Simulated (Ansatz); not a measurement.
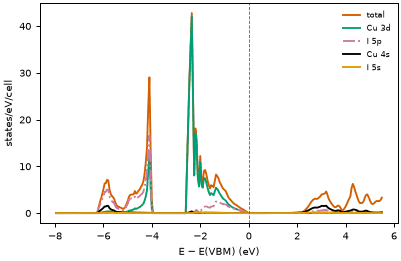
*Total and projected density of states of CuI (wurtzite, space group No. 186), LDA in the plane-wave PAW code Ansatz*

Which orbitals carry the states next to the gap?

Top 1 eV of the valence band: Cu 3d 54 %, I 5p 43 %. Bottom 1 eV of the conduction band: Cu 4s 60 %, I 5s 16 %, I 5p 14 %, outside the projected shells 8 %. Projections are on Löwdin-orthogonalised atomic valence shells; empty p or d shells of many metals are not among them.

Where is the tallest occupied peak in this window, and what makes it?

Near -2.3 eV, about 43 states/eV per cell; the largest projected share is Cu 3d.

Space group P6_3mc (wurtzite). The workflow started from a Materials Project entry (that database holds measured and hypothetical structures alike); the Crystallography Open Database files this formula in space group No. 186, but the cells were not matched. It is not the phase usual at ambient conditions (space group No. 216). The LDA relaxation kept the symmetry of its start; phonons on a q-mesh show no instability. No spin polarisation was allowed. Spin–orbit coupling is left out wherever it is not named.

Potentials: the later of the program's two PAW sets.
